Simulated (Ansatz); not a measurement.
**Mo (bcc, W type): scan of one atom of the cell**

Relaxed Mo (bcc, W type):

```
CELL_PARAMETERS angstrom
     -3.15061     3.15061     3.15061
      1.57530    -1.57530     1.57530
      1.57530     1.57530    -1.57530
ATOMIC_POSITIONS crystal
  Mo 0.00000 0.00000 0.00000
  Mo 0.50000 0.00000 0.00000
```

In each cell atom 1 (Mo, nearest neighbour Mo at 2.729 Å; its periodic images, 2.7 Å or more away, move with it) moves by s·(0.707, 0.707, 0.000) (along Cartesian [110]), the rest being held.

The numbers are results of r2SCAN (plane waves to 500 eV, PAW, scalar-relativistic; Ansatz, an electronic-structure program), not measurements. k mesh 17×17×17 (Γ-centred), Fermi-Dirac smearing 0.05 eV. E stands for the smeared free energy. Stress and pressure are positive under compression. With partly filled bands, energies and forces of such displacements shift with the k mesh and the smearing. On this mesh the relaxed cell isn't quite at rest: it carries a pressure of 0.1 GPa (compression positive) at the zero of the scan. Mo is run without spin polarisation. Mo was relaxed with its symmetry unable to fall. ΔE is measured from the undisplaced structure.

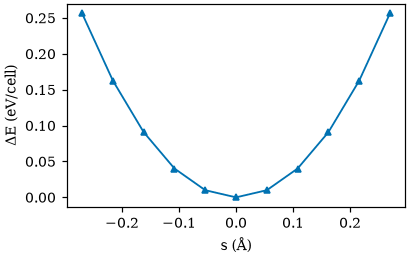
*ΔE (eV/cell) against s (Å); markers are the computed points, lines only join them.*

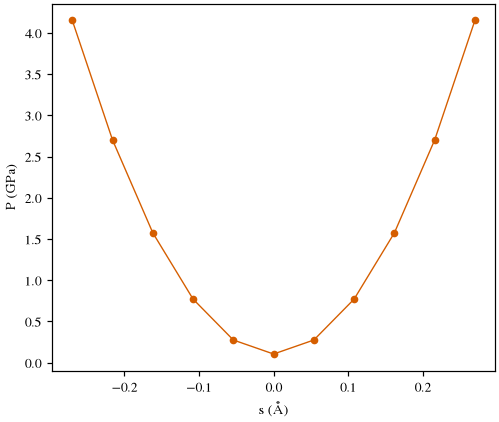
Figure: P (GPa) against s (Å); computed points joined by lines.

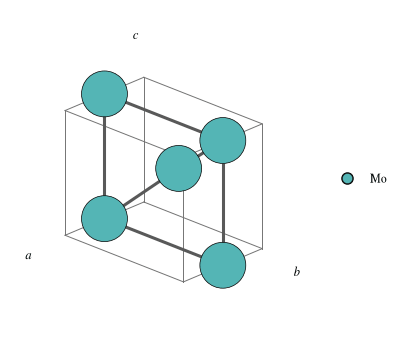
*The cell of the calculation at s = -0.270 Å.*

The force constant k = d²E/ds² at s = 0 (finite differences) comes out as 6.81 eV/Å² and the force along the line at s = -0.270 Å comes out as 1.94 eV/Å. Shape of the curve: a single well with its minimum at or next to zero displacement. Symmetry of the curve: even: the same for both signs. Harmonic estimate at the end of the scan: ½ks² = 248 meV/cell against the computed 256 meV/cell, so the well is close to harmonic there.

With its periodic images moving along, the atom's site symmetry in this cell is mmm.

(A displaced cell: forces are minus the slopes of the energy, force constants its curvatures, and phonons follow from these.)
